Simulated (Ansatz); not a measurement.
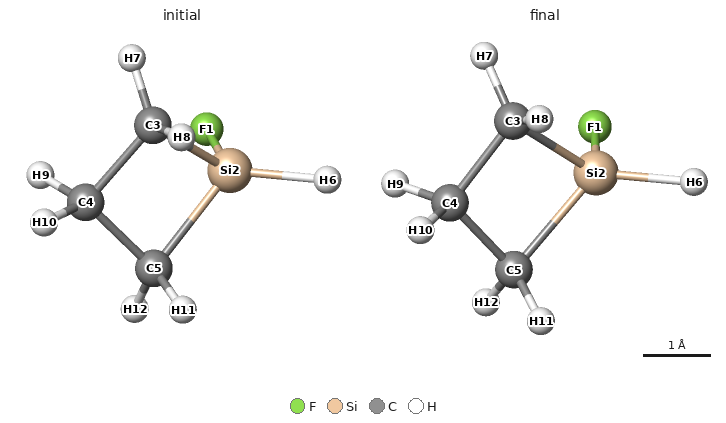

The structure of C3H7FSi before (left) and after (right) a relaxation, at one scale.

Style: ball-and-stick. Shown from a free direction.

The run prepares the start of a later molecular dynamics calculation, from a guessed geometry.

The calculation used Ansatz, RKS PBE0/6-31G.

The input:
```yaml
crystal:
  periodic: [false, false, false]
  atoms:
    - { symbol: F, position_ang: [-1.9855, 1.2008, 0.3108] }
    - { symbol: Si, position_ang: [-0.4991, 1.0265, 0.6606] }
    - { symbol: C, position_ang: [-0.1115, -0.7911, 0.8651] }
    - { symbol: C, position_ang: [0.1757, -0.8702, -0.6743] }
    - { symbol: C, position_ang: [0.5304, 0.6031, -0.8784] }
    - { symbol: H, position_ang: [0.071, 2.0103, 1.636] }
    - { symbol: H, position_ang: [-0.8433, -1.4227, 1.2919] }
    - { symbol: H, position_ang: [0.8826, -0.9394, 1.4372] }
    - { symbol: H, position_ang: [-0.8194, -1.1282, -1.1644] }
    - { symbol: H, position_ang: [0.8605, -1.6059, -0.9688] }
    - { symbol: H, position_ang: [1.5887, 0.788, -0.6981] }
    - { symbol: H, position_ang: [0.2268, 1.0736, -1.7836] }
basis:
  gaussian: { orbitals: "6-31G" }
hamiltonian:
  xc: pbe0
relax:
  f_tol: 0.02
  max_steps: 40
scf:
  lower_state_search: "off"
```

Launched with:
```bash
ansatz run input.yaml --threads 1 --pin off --max-ram 2048MiB --backend cpu --events-out ev --progress --plain --runs-dir out
```

What changed between the two?

Answer. The atom that moves furthest after the best rigid fit is F1 (0.40 Å). Largest moves by element: F 0.40 Å, H 0.32 Å, Si 0.10 Å, C 0.10 Å. Some distances before and after: F1–Si2 1.537 → 1.705 Å, C3–H8 1.157 → 1.096 Å, C4–H10 1.047 → 1.095 Å, Si2–C3 1.870 → 1.915 Å. Bond angles that change, for instance: F1–Si2–H6 116.2° → 104.4°, C5–C4–H10 119.2° → 113.6°, F1–Si2–C3 109.6° → 114.6°. The energy falls by 20.7 kcal/mol in 8 geometry steps. Largest force component: 7.2 eV/Å at the start, 0.0095 eV/Å at the end. The run took 27 s on 1 thread of Arm Neoverse V1, on a shared host, peak memory 0.13 GiB.
